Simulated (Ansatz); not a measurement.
**Changed inputs in constrained RPA: ReBr2 (1T sheet)**

Aim: hold the target of a cRPA run on ReBr2 (1T sheet) and move one thing at a time.

Program: Ansatz 0.2.0. Level of theory: constrained RPA on PBEsol, plane waves, PAW. Results are calculated unless marked as measured.

## (1) Starting point

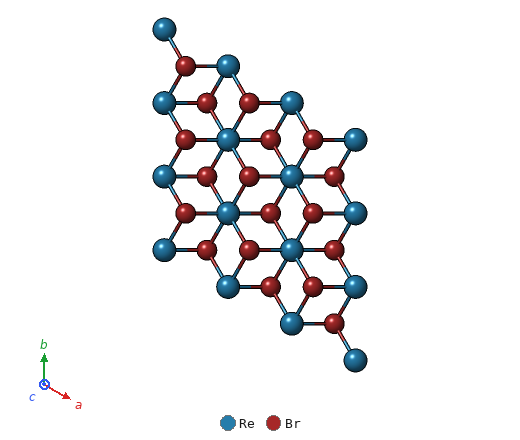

The starting structure, seen from above (rhenium blue, bromine red). 3×3×1 cells are drawn. Some periodic images of atoms are drawn too.

The cell holds 3 atoms: 1 Re and 2 Br. Cell: a = 3.776 Å, b = 3.776 Å, c = 30.253 Å, α = 90.0°, β = 90.0°, γ = 120.0°. Vacuum lies along c.

The structure was relaxed with PBEsol. The structure was generated from a model, not taken from a measurement. The runs that relaxed it are not among those shown. The program's search for lower electronic states was switched off, so nothing shows that the state found is the lowest. Spin-orbit coupling is left out unless a step names it. The default PAW set here is soft_2. Its files were made with PBE. The Coulomb interaction is cut off across the vacuum.

## (2) Base: Re t2g, bands v3 to v1, 6×6×1 mesh, medium accuracy

Constrained RPA screens the interaction with every transition except those inside the target bands, which a later many-body model would treat itself.

The input, input.yaml:

```yaml
crystal:
  lattice:
    - [0.0, 2.67022749, 2.67022749]
    - [2.67022749, -2.67022749, 0.0]
    - [17.46662, 17.46662, -17.46662]
  atoms:
    - { symbol: Re, position: [0.0, 0.0, 0.3177617107] }
    - { symbol: Br, position: [0.3333333333, 0.6666666667, 0.3603084514] }
    - { symbol: Br, position: [0.6666666667, 0.3333333333, 0.27521497] }
  periodic: [true, true, false]
kpoints:
  mp_grid: { grid: [6, 6, 1] }
hamiltonian:
  xc: pbesol
scf:
  occupations: { method: gaussian, width: 0.08 }
  n_extra_bands: 19
  max_iter: 150
  lower_state_search: "off"
output:
  crpa:
    kmesh: [6, 6, 1]
    target_bands: [v3, v1]
    projections: [{ species: Re, l: d, shell: 5, orbitals: [dxz, dyz, dxy] }]
  local_orbitals:
    kmesh: [12, 12, 1]
    orbitals: [{ species: Re, l: d, shell: 5, orbitals: [dxz, dyz, dxy] }]
    window: { bands: [v3, v1] }
    seedname: lo
```

The run is started by

```
> ansatz run input.yaml --threads 4 --pin off --max-ram 14745MiB --backend cpu --events-out ev --progress --plain --runs-dir out
```

Numbers of over 12 decimals in the logs are rounded to 6 here.

Output:

```text
scf.n_extra_bands = 19 over 15 filled bands (N_el = 29.0): the run solves 34 bands
Engine: ansatz 0.2.0, aarch64-unknown-linux-gnu
Pseudopotentials: kind: paw
Pseudopotential: Re, paw, valence charge 15, recommended cutoff 420 eV (normal), Re.paw.azcp
Pseudopotential: Br, paw, valence charge 7, recommended cutoff 420 eV (normal), Br.paw.azcp
Functional definition: PBEsol
  exchange = pbesol_x
  correlation = pbesol_c
Crystal: 3 atoms, lattice volume = 373.617 Å³
Basis set: ecut = 420 eV, 7325 PW (Γ)
Bands: 34, of which v1, the nominal top of the filled ones, is band 15 counted from 1 (14 counted from 0)
Symmetry: 12 space group operations
Space group: P-3m1 (ITA 164), of the structure as read, at distance tolerance 7.2e-5 Å
k-points: 7 of 36
Non-local potential: Re, projectors of the file, l = 0: 3, l = 1: 2, l = 2: 2, l = 3: 1
Non-local potential: Br, projectors of the file, l = 0: 2, l = 1: 2, l = 2: 2
PAW form: soft (Blöchl's): semilocal exchange-correlation on the pseudo side does not see the compensation charge
PAW frozen core: Re, regenerated for the run's functional, and the local potential with it (the file was generated under x = pbe(κ = 0.804, μ = 0.219515), c = pbe(β = 0.066725))
PAW frozen core: Br, regenerated for the run's functional, and the local potential with it (the file was generated under x = pbe(κ = 0.804, μ = 0.219515), c = pbe(β = 0.066725))
PAW one-centre angular grid: Re, 590 points (default); XC on 64 Gauss nodes
PAW one-centre angular grid: Br, 110 points (default); XC on 64 Gauss nodes
Initial density: superposition of atomic densities (neutral atoms: chi_scale 0, normalization atom), corrected by the library's trained network
Initial wavefunctions: pseudopotential atomic-orbital guess
Functional: x = pbesol(κ = 0.804, μ = 0.123457), c = pbesol(β = 0.046)
SCF iter   1: F=—  HF=-16208.580998 eV  |F-HF|=—  |Δ(HF+E_count)|=         —  Δρ=8.05e-3  dr2=1.71e-1  ethr=1.77e-3  ⟨swp⟩=12.0  Hψ=2052  notcnv=0  defer=53
preconditioner: auto → LDOS  [insulator: Δε(μ)=0.149 eV  Ē_g=13.357 eV  σ=0.080 eV  W_gap=0.80  n_scr=16 (ndim 8)  ℏωp=8.8 eV  f_vac=0.788  D(μ)=2.14/eV (n_scr^D=8)  ε∞_Penn≈1.4  β→1.0]
SCF iter   2: F=—  HF=-16208.641599 eV  |F-HF|=—  |Δ(HF+E_count)|=   6.06e-2  Δρ=1.26e-2  dr2=4.72e-1  ethr=5.88e-4  ⟨swp⟩=2.9  Hψ=492  notcnv=0  defer=81  recentre
SCF iter   3: F=—  HF=-16208.539907 eV  |F-HF|=—  |Δ(HF+E_count)|=   1.02e-1  Δρ=1.48e-3  dr2=6.63e-3  ethr=5.88e-4  ⟨swp⟩=3.3  Hψ=389  notcnv=0  defer=81
SCF iter   4: F=—  HF=-16208.538849 eV  |F-HF|=—  |Δ(HF+E_count)|=   1.06e-3  Δρ=3.79e-4  dr2=1.37e-3  ethr=2.29e-5  ⟨swp⟩=3.7  Hψ=439  notcnv=0  defer=81
SCF iter   5: F=—  HF=-16208.538749 eV  |F-HF|=—  |Δ(HF+E_count)|=   1.00e-4  Δρ=2.95e-4  dr2=3.81e-4  ethr=4.73e-6  ⟨swp⟩=2.7  Hψ=253  notcnv=0  defer=81
SCF iter   6: F=—  HF=-16208.538705 eV  |F-HF|=—  |Δ(HF+E_count)|=   4.39e-5  Δρ=9.01e-5  dr2=6.69e-5  ethr=1.31e-6  ⟨swp⟩=1.3  Hψ=175  notcnv=0  defer=81
SCF iter   7: F=—  HF=-16208.538706 eV  |F-HF|=—  |Δ(HF+E_count)|=   4.05e-7  Δρ=1.46e-5  dr2=7.97e-7  ethr=2.31e-7  ⟨swp⟩=2.7  Hψ=305  notcnv=0  defer=81
SCF iter   8: F=-16208.538706 eV  HF=-16208.538706 eV  |F-HF|=4.69e-8  |Δ(HF+E_count)|=   5.70e-7  Δρ=5.33e-6  dr2=5.01e-8  ethr=3.45e-10  ⟨swp⟩=17.6  Hψ=2327  notcnv=0
SCF 1 converged in 8 iterations: F = -16208.538706 eV  dr2 = 5.01e-8
[...]
NSCF: frozen V_eff on 22 k-points
NSCF: frozen V_eff on 7 k-points
[...]
cRPA screening: q 1/36
cRPA screening: q 2/36
cRPA screening: q 8/36 (q-point 3)
cRPA screening: q 14/36 (q-point 4)
cRPA screening: q 17/36 (q-point 8)
cRPA screening: q 23/36 (q-point 9)
cRPA screening: q 35/36 (q-point 15)
SCF converged after 8 iterations
Free energy (F): -16208.538706 eV
Harris-Foulkes:  -16208.538706 eV  (|F-HF|=4.69e-8)
Internal energy: -16208.520186 eV  (E = F + TS)
E sigma→0 (E₀):  -16208.529446 eV
Entropy (-TS):   -0.018521 eV (-6.174 meV/atom)
Fermi energy:    -3.886045 eV
--- Per-component energies (eV) ---
  E_band       = -660.799275
  E_kinetic    = 809.340837
  E_local      = -40965.733733  (includes V_loc(G=0)·N_el)
  E_nonlocal   = 196.481339
  E_hartree    = 19989.050269
  E_xc         = -921.915140
  E_vxc        = -509.119193  (∫ρ·V_xc dr)
  E_paw        = -12938.317728  (= ΣΔE_a)
  E_vpaw       = -169.878978  (= ΣTr[D̂ρ^β])
  E_aug_tail   = -0.000076  (compensation charges beyond the density's cutoff)
  E_ewald      = 17622.156244
  E_core_change = 0.417802  (= ΣΔE_core)
  E_smearing   = -0.018521  (= −TS)
  E_closure    = 0.000000  (closes the sum)
  Σ components = -16208.538706   (vs F -16208.538706, Δ=0.00e0)
--- Band table (eV; the first three rows and the last of 7) ---
  k-point 0: bands = [... 11 lower, -7.5544, -5.1353, -5.1353, -4.3475, -1.4524, -1.4524, -1.4251, -0.4521, ... 15 higher]
  k-point 1: bands = [... 11 lower, -7.5519, -5.0770, -4.5621, -3.8773, -2.4403, -1.7107, -0.6426, 0.0424, ... 15 higher]
  k-point 2: bands = [... 11 lower, -7.8879, -5.2346, -4.0503, -3.8103, -2.1443, -1.6823, -0.1652, 0.8226, ... 15 higher]
  k-point 6: bands = [... 11 lower, -8.9256, -4.8142, -3.8560, -3.8560, -1.9476, -1.9476, 1.1325, 2.6067, ... 15 higher]
  the weakly bound empty levels are not read free of the cell's end (no_gap_told)
--- cRPA (band scheme, projected local orbitals): target bands 13..15 (1-based), 3 Wannier function(s), 6×6×1 mesh, 30 bands' worth read of 35 solved, ecut_chi 136.0 eV, v(q+G=0) probe_charge, pair densities all_electron ---
  χ-basis size per q: N_G = 1322..1401
  window electrons = 5.0000, filled by tetrahedron_uncorrected; constrained ε̄⁻¹(q = 0, 0) head = 0.614958; min gauge Gram eig = 0.7027
  Kanamori averages over each shell's own Wannier functions (sites counted from 0, functions from 1):
    Site 0, 5D, 3 of 5 d orbitals (Wannier functions 1, 2, 3; wannier90's mr 2, 3, 5):
      screened: U = 2.8244 eV, U' = 2.2494 eV, J = 0.2593 eV
      screened, to within: U = 6.9e-3 eV, U' = 6.9e-3 eV, J = 5.0e-4 eV
      bare: V = 10.5751 eV, V' = 9.7232 eV, J = 0.3921 eV
  Hermiticity witness max|P − P†| over intra, direct and exchange elements: 7.11e-15 eV (screened), 2.30e-17 eV (bare)
  Reality witness max|Im| over intra, direct and exchange elements: 7.60e-17 eV (screened), 2.52e-17 eV (bare)
```

The job ended after 1.8 min (4 threads of Arm Neoverse V2, shared host; peak memory 1.8 GiB; 7.1 min of CPU time).

In the SCF lines HF is the Harris–Foulkes energy and dr2 the Hartree energy of the density residual, in eV; the loop may stop once dr2 is under the threshold and the program's other checks hold. Hψ counts applications of the Hamiltonian.

This step gave:

```yaml
u: 2.824 eV
u_prime_inter_orbital: 2.249 eV
j: 0.2593 eV
bare_v: 10.58 eV
bare_j: 0.3921 eV
stated_bound_on_u: 0.006862 eV
u_over_bare_v: 0.2671
electrons_in_the_window: 5.000
head_of_the_constrained_inverse_dielectric_matrix: 0.6150
least_eigenvalue_of_the_projection_s_overlap: 0.7027
target_functions: 3
bands_in_the_sums: 30
r_m_s_miss_of_the_model_bands: 3.54e-4 eV
width_of_the_target_bands: 1.589 eV
weight_of_the_projected_orbitals_in_the_window: 0.8656
```

On the Re t2g shell, screening brings the on-site interaction from 10.6 eV down to U = 2.82 eV.

## (3) Changed: 3×3×1 mesh

input.yaml: that of step 2 with these lines changed.

```diff
@@ -21,9 +21,4 @@
   crpa:
-    kmesh: [6, 6, 1]
+    kmesh: [3, 3, 1]
     target_bands: [v3, v1]
     projections: [{ species: Re, l: d, shell: 5, orbitals: [dxz, dyz, dxy] }]
-  local_orbitals:
-    kmesh: [12, 12, 1]
-    orbitals: [{ species: Re, l: d, shell: 5, orbitals: [dxz, dyz, dxy] }]
-    window: { bands: [v3, v1] }
-    seedname: lo
```

Output:

```text
[...]
Crystal: 3 atoms, lattice volume = 373.617 Å³
Basis set: ecut = 420 eV, 7325 PW (Γ)
Bands: 34, of which v1, the nominal top of the filled ones, is band 15 counted from 1 (14 counted from 0)
Symmetry: 12 space group operations
[...]
k-points: 7 of 36
[...]
SCF iter   1: F=—  HF=-16208.580998 eV  |F-HF|=—  |Δ(HF+E_count)|=         —  Δρ=8.05e-3  dr2=1.71e-1  ethr=1.77e-3  ⟨swp⟩=12.0  Hψ=2052  notcnv=0  defer=53
[...]
SCF iter   8: F=-16208.538706 eV  HF=-16208.538706 eV  |F-HF|=4.69e-8  |Δ(HF+E_count)|=   5.70e-7  Δρ=5.33e-6  dr2=5.01e-8  ethr=3.45e-10  ⟨swp⟩=17.6  Hψ=2327  notcnv=0
SCF 1 converged in 8 iterations: F = -16208.538706 eV  dr2 = 5.01e-8
[...]
NSCF: frozen V_eff on 3 k-points
[...]
cRPA screening: q 1/9
cRPA screening: q 2/9
cRPA screening: q 8/9 (q-point 5)
SCF converged after 8 iterations
Free energy (F): -16208.538706 eV
[...]
Internal energy: -16208.520186 eV  (E = F + TS)
E sigma→0 (E₀):  -16208.529446 eV
Entropy (-TS):   -0.018521 eV (-6.174 meV/atom)
Fermi energy:    -3.886045 eV
[...]
--- Band table (eV; the first three rows and the last of 7) ---
  k-point 0: bands = [... 11 lower, -7.5544, -5.1353, -5.1353, -4.3475, -1.4524, -1.4524, -1.4251, -0.4521, ... 15 higher]
  k-point 1: bands = [... 11 lower, -7.5519, -5.0770, -4.5621, -3.8773, -2.4403, -1.7107, -0.6426, 0.0424, ... 15 higher]
  k-point 2: bands = [... 11 lower, -7.8879, -5.2346, -4.0503, -3.8103, -2.1443, -1.6823, -0.1652, 0.8226, ... 15 higher]
  k-point 6: bands = [... 11 lower, -8.9256, -4.8142, -3.8560, -3.8560, -1.9476, -1.9476, 1.1325, 2.6067, ... 15 higher]
  the weakly bound empty levels are not read free of the cell's end (no_gap_told)
[...]
χ-basis size per q: N_G = 1338..1401
[...]
Site 0, 5D, 3 of 5 d orbitals (Wannier functions 1, 2, 3; wannier90's mr 2, 3, 5):
      screened: U = 2.8624 eV, U' = 2.2665 eV, J = 0.2665 eV
      screened, to within: U = 7.2e-3 eV, U' = 7.2e-3 eV, J = 5.0e-4 eV
      bare: V = 10.8925 eV, V' = 10.0198 eV, J = 0.4011 eV
[...]
```

It took 29 s on 4 threads; peak memory 1.7 GiB.

Numbers from this step:

* U: 2.862 eV
* U prime (inter-orbital): 2.266 eV
* J: 0.2665 eV
* bare V: 10.89 eV
* bare J: 0.4011 eV
* stated bound on U: 0.007135 eV
* U over bare V: 0.2628
* electrons in the window: 5.000
* head of the constrained inverse dielectric matrix: 0.5737
* least eigenvalue of the projection's overlap: 0.7027
* target functions: 3
* bands in the sums: 30
* width of the target bands: 1.589 eV
* weight of the projected orbitals in the window: 0.8656

On the Re t2g shell, screening brings the on-site interaction from 10.9 eV down to U = 2.86 eV.

## (4) Changed: sums over states

input.yaml: that of step 3 with these lines changed.

```diff
@@ -21,4 +21,7 @@
   crpa:
-    kmesh: [3, 3, 1]
+    kmesh: [6, 6, 1]
     target_bands: [v3, v1]
     projections: [{ species: Re, l: d, shell: 5, orbitals: [dxz, dyz, dxy] }]
+    accuracy: sum_over_states
+    n_empty_bands: 60
+    ecut_chi: 70
```

Output:

```text
[...]
Crystal: 3 atoms, lattice volume = 373.617 Å³
Basis set: ecut = 420 eV, 7325 PW (Γ)
Bands: 34, of which v1, the nominal top of the filled ones, is band 15 counted from 1 (14 counted from 0)
Symmetry: 12 space group operations
[...]
k-points: 7 of 36
[...]
χ-basis size per q: N_G = 488..539
[...]
U and J over all bands: no bound (output.crpa.accuracy: sum_over_states); those below are of the sums over the bands read on the sphere of ecut_chi, with what the atoms add
[...]
Site 0, 5D, 3 of 5 d orbitals (Wannier functions 1, 2, 3; wannier90's mr 2, 3, 5):
      screened: U = 2.8799 eV, U' = 2.2382 eV, J = 0.2825 eV
      bare: V = 10.5751 eV, V' = 9.7232 eV, J = 0.3921 eV
[...]
[key lines of the parts left out:]
SCF converged after 8 iterations
Free energy (F): -16208.538706 eV
Fermi energy:    -3.886045 eV
```

Wall time 12 s (4 threads); peak memory 0.93 GiB; 44 s of CPU time.

This variant gives U = 2.88 eV against 2.82 eV. It is a finite sum over empty states with no bound on its error and stays out of the table below.

## (5) Changed: accuracy high

input.yaml: that of step 4 with these lines changed.

```diff
@@ -24,4 +24,2 @@
     projections: [{ species: Re, l: d, shell: 5, orbitals: [dxz, dyz, dxy] }]
-    accuracy: sum_over_states
-    n_empty_bands: 60
-    ecut_chi: 70
+    accuracy: high
```

Output:

```text
[...]
Crystal: 3 atoms, lattice volume = 373.617 Å³
Basis set: ecut = 420 eV, 7325 PW (Γ)
Bands: 34, of which v1, the nominal top of the filled ones, is band 15 counted from 1 (14 counted from 0)
Symmetry: 12 space group operations
[...]
k-points: 7 of 36
[...]
the weakly bound empty levels are not read free of the cell's end (no_gap_told)
[...]
χ-basis size per q: N_G = 1322..1401
[...]
Site 0, 5D, 3 of 5 d orbitals (Wannier functions 1, 2, 3; wannier90's mr 2, 3, 5):
      screened: U = 2.8252 eV, U' = 2.2499 eV, J = 0.2594 eV
      screened, to within: U = 4.5e-4 eV, U' = 4.5e-4 eV, J = 4.0e-5 eV
      bare: V = 10.5751 eV, V' = 9.7232 eV, J = 0.3921 eV
[...]
[key lines of the parts left out:]
SCF converged after 8 iterations
Free energy (F): -16208.538706 eV
Fermi energy:    -3.886045 eV
```

Elapsed: 2.8 min, on 4 threads; peak memory 2 GiB.

Numbers from this step:

```yaml
u: 2.825 eV
u_prime_inter_orbital: 2.250 eV
j: 0.2594 eV
bare_v: 10.58 eV
bare_j: 0.3921 eV
stated_bound_on_u: 4.41e-4 eV
u_over_bare_v: 0.2672
electrons_in_the_window: 5.000
head_of_the_constrained_inverse_dielectric_matrix: 0.6150
least_eigenvalue_of_the_projection_s_overlap: 0.7027
target_functions: 3
bands_in_the_sums: 30
width_of_the_target_bands: 1.589 eV
weight_of_the_projected_orbitals_in_the_window: 0.8656
```

On the Re t2g shell, screening brings the on-site interaction from 10.6 eV down to U = 2.83 eV.

(Continued in part 2 of 2.)

[Paths, hosts, dates, memory and timing lines, banners, echoed tables and standing remarks are left out of the program output.]

[Logs are printed without paths, hosts, clocks, repeated set-up lines and the standing remarks that a program may print on its own settings, such as how far it seeks lower states.]

[Runs of the session that timed out or met a known fault of the program may be left out.]

[Hosts, paths, dates, database ids (printed as entryN), source tags and the programs' standing remarks are cut or masked in the printed files.]
